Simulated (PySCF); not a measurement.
# UB3LYP/STO-3G run of SiF3 (SMILES F[Si](F)F)

Aim: the energy change on altering one bond length of SiF3 at UB3LYP/STO-3G, from 2 runs. The job is set up through a Python script.

Program for the calculation: PySCF 2.14.0.

20 further runs of the same task are left out: 9 that didn't finish, 11 set aside as unsound or not needed.

## 1. The molecule

The species is SiF3 (4 atoms), meant as a doublet with charge 0. SMILES: `F[Si](F)F`. The coordinates come from a GFN2-xTB relaxation.

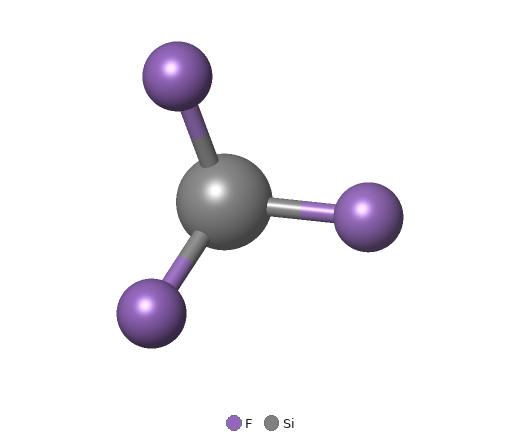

The structure, seen from a chosen angle (fluorine purple, silicon grey).

## 2. The energy at UB3LYP/STO-3G

File job.py:

```python
from pyscf import gto, dft

system = gto.M(
    atom='''
F      1.488896    -0.961833     2.114660
Si    -0.614615     0.461188     0.508072
F     -1.819334    -1.680155    -1.222369
F      0.945052     2.180801    -1.400363
''',
    basis='sto-3g',
    unit='bohr',
    spin=1,
    max_memory=1860,
    verbose=3,
    charge=0,
)

ks = dft.UKS(system, xc='b3lyp')
ks.conv_tol = 1e-10
ks.grids.level = 5
ks.kernel()
if not ks.converged:
    ks = ks.newton().run(ks.mo_coeff, ks.mo_occ)

e_tot = ks.e_tot
print('Final energy', e_tot)
```

Launch:

```sh
$ OMP_NUM_THREADS=1 python job.py
```

Log:

```text
WARN: HOMO -0.209200573622362 >= LUMO -0.209200573622361

converged SCF energy = -581.287198312177  <S^2> = 0.75218041  2S+1 = 2.0021792
Final energy -581.2871983121765
```

It took 11 s on 1 thread of Arm Neoverse V1, shared host; peak memory 0.23 GiB.

## 3. The distorted shape at the same level

File mol.xyz:

```xyz
4

F      2.791520    -1.864431     2.649333
Si    -0.325240     0.244050     0.268860
F     -0.962750    -0.889100    -0.646850
F      0.500100     1.154030    -0.741040
```

File job.py:

```python
from pyscf import gto, dft

mol = gto.M(
    atom='mol.xyz',
    charge=0,
    max_memory=1860,
    spin=1,
    basis='sto-3g',
    verbose=4,
)

mf = dft.UKS(mol)
mf.xc = 'b3lyp'
mf.conv_tol = 1e-10
mf.grids.level = 5
mf.kernel()
if not mf.converged:
    mf = mf.newton().run(mf.mo_coeff, mf.mo_occ)

etot = mf.e_tot
print('E = %.10f Eh' % etot)
```

Launch:

```sh
$ OMP_NUM_THREADS=1 python job.py
```

Log:

```text
PySCF version 2.14.0

[INPUT] num. atoms = 4
[INPUT] num. electrons = 41
[INPUT] charge = 0
[INPUT] spin (= nelec alpha-beta = 2S) = 1
[INPUT] symmetry False subgroup None
[INPUT] Mole.unit = angstrom
[INPUT] Symbol           X                Y                Z      unit          X                Y                Z       unit  Magmom
[INPUT]  1 F      2.791520000000  -1.864431000000   2.649333000000 AA    5.275208271246  -3.523263968149   5.006513782772 Bohr   0.0
[INPUT]  2 Si    -0.325240000000   0.244050000000   0.268860000000 AA   -0.614614524754   0.461187660700   0.508071765851 Bohr   0.0
[INPUT]  3 F     -0.962750000000  -0.889100000000  -0.646850000000 AA   -1.819333826425  -1.680155497351  -1.222369343675 Bohr   0.0
[INPUT]  4 F      0.500100000000   1.154030000000  -0.741040000000 AA    0.945052034895   2.180800639532  -1.400362647348 Bohr   0.0

nuclear repulsion = 132.724062444708
number of shells = 14
number of NR pGTOs = 72
number of NR cGTOs = 24
basis = sto-3g
ecp = {}

******** <class 'pyscf.dft.uks.UKS'> ********
method = UKS
initial guess = minao
damping factor = 0
level_shift factor = 0
DIIS = <class 'pyscf.scf.diis.CDIIS'>
diis_start_cycle = 1
diis_space = 8
diis_damp = 0
SCF conv_tol = 1e-10
SCF conv_tol_grad = None
SCF max_cycles = 50
direct_scf = True
direct_scf_tol = 1e-13
number electrons alpha = 21  beta = 20
XC library pyscf.dft.libxc version 7.0.0
    S. Lehtola, C. Steigemann, M. J.T. Oliveira, and M. A.L. Marques.,  SoftwareX 7, 1–5 (2018)
XC functionals = b3lyp
    P. J. Stephens, F. J. Devlin, C. F. Chabalowski, and M. J. Frisch.,  J. Phys. Chem. 98, 11623 (1994)
radial grids:
    Treutler-Ahlrichs [JCP 102, 346 (1995); DOI:10.1063/1.469408] (M4) radial grids

becke partition: Becke, JCP 88, 2547 (1988); DOI:10.1063/1.454033
pruning grids: <function nwchem_prune>
grids dens level: 5
symmetrized grids: False
atomic radii adjust function: <function treutler_atomic_radii_adjust>
small_rho_cutoff = 0
Set gradient conv threshold to 1e-05
tot grids = 175192
init E= -580.989810608164
[... the frontier-level lines of each cycle are left out ...]


cycle= 1 E= -580.51798296565  delta_E= 0.472  |g|= 0.44  |ddm|= 1.76
cycle= 2 E= -566.268816814028  delta_E= 14.2  |g|= 0.242  |ddm|= 4.92
cycle= 3 E= -580.633029256078  delta_E= -14.4  |g|= 0.334  |ddm|= 4.99
cycle= 4 E= -580.687764342001  delta_E= -0.0547  |g|= 0.19  |ddm|= 0.27



cycle= 5 E= -571.515296867223  delta_E= 9.17  |g|= 0.197  |ddm|= 4.41



cycle= 6 E= -580.478435599843  delta_E= -8.96  |g|= 0.0782  |ddm|= 3.71
cycle= 7 E= -580.709627638702  delta_E= -0.231  |g|= 0.0602  |ddm|= 2.31
cycle= 8 E= -566.303163805301  delta_E= 14.4  |g|= 0.169  |ddm|= 4.92
cycle= 9 E= -566.302829879594  delta_E= 0.000334  |g|= 0.17  |ddm|= 0.0333
cycle= 10 E= -566.300547093009  delta_E= 0.00228  |g|= 0.169  |ddm|= 0.236
cycle= 11 E= -566.298765222186  delta_E= 0.00178  |g|= 0.17  |ddm|= 0.104


cycle= 12 E= -578.748470669028  delta_E= -12.4  |g|= 0.115  |ddm|= 4.01
cycle= 13 E= -581.171573002021  delta_E= -2.42  |g|= 0.0496  |ddm|= 2.34
cycle= 14 E= -581.173692967762  delta_E= -0.00212  |g|= 0.0305  |ddm|= 0.0916
cycle= 15 E= -580.708935327164  delta_E= 0.465  |g|= 0.0654  |ddm|= 1.61
cycle= 16 E= -581.174318999687  delta_E= -0.465  |g|= 0.0199  |ddm|= 1.61
cycle= 17 E= -581.174695397162  delta_E= -0.000376  |g|= 0.00617  |ddm|= 0.0378
cycle= 18 E= -581.174709532949  delta_E= -1.41e-05  |g|= 0.00505  |ddm|= 0.0154
cycle= 19 E= -581.174719745409  delta_E= -1.02e-05  |g|= 0.00347  |ddm|= 0.00664
cycle= 20 E= -581.174726610535  delta_E= -6.87e-06  |g|= 0.00204  |ddm|= 0.00478
cycle= 21 E= -581.174729227427  delta_E= -2.62e-06  |g|= 0.000818  |ddm|= 0.00303
cycle= 22 E= -581.174729949359  delta_E= -7.22e-07  |g|= 0.000148  |ddm|= 0.00195
cycle= 23 E= -581.174729979431  delta_E= -3.01e-08  |g|= 3.71e-05  |ddm|= 0.000487
cycle= 24 E= -581.174729982566  delta_E= -3.13e-09  |g|= 6.94e-06  |ddm|= 0.000194
cycle= 25 E= -581.174729983142  delta_E= -5.76e-10  |g|= 3.01e-06  |ddm|= 0.000122
cycle= 26 E= -581.174729983254  delta_E= -1.12e-10  |g|= 2.97e-06  |ddm|= 2.69e-05
cycle= 27 E= -581.174729983368  delta_E= -1.14e-10  |g|= 2.96e-06  |ddm|= 2.71e-05
cycle= 28 E= -581.174729983513  delta_E= -1.45e-10  |g|= 2.96e-06  |ddm|= 3.45e-05
cycle= 29 E= -581.174729983802  delta_E= -2.89e-10  |g|= 2.96e-06  |ddm|= 6.93e-05
cycle= 30 E= -581.174729983719  delta_E= 8.3e-11  |g|= 2.96e-06  |ddm|= 1.96e-05
Extra cycle  E= -581.174729983815  delta_E= -9.58e-11  |g|= 2.96e-06  |ddm|= 2.29e-05
converged SCF energy = -581.174729983815  <S^2> = 0.75000008  2S+1 = 2.0000001
E = -581.1747299838 Eh
```

Wall time 14 s (1 thread of Arm Neoverse V1, shared host); peak memory 0.23 GiB.

## 4. Summary of results

At UB3LYP/STO-3G:

```
                                                          quantity          value
                                         first shape: total energy  -581.28720 Eh
                                        first shape: dipole moment         0.94 D
                   first shape: HOMO energy (highest over α and β)       -2.44 eV
                    first shape: LUMO energy (lowest over α and β)        0.65 eV
                                                 first shape: ⟨S²⟩          0.752
                                     distorted shape: total energy  -581.17473 Eh
                                    distorted shape: dipole moment         0.02 D
               distorted shape: HOMO energy (highest over α and β)       -2.83 eV
                distorted shape: LUMO energy (lowest over α and β)       -0.01 eV
                                             distorted shape: ⟨S²⟩          0.750
energy change with the F1–Si2 bond stretched from 1.590 to 4.453 Å       3.060 eV
```

**Reading.** With the F1–Si2 bond stretched from 1.590 to 4.453 Å the energy rises by 3.06 eV (295 kJ/mol). The first shape isn't relaxed at this level, so the change isn't measured from a minimum. The minimal basis adds a large error of its own.
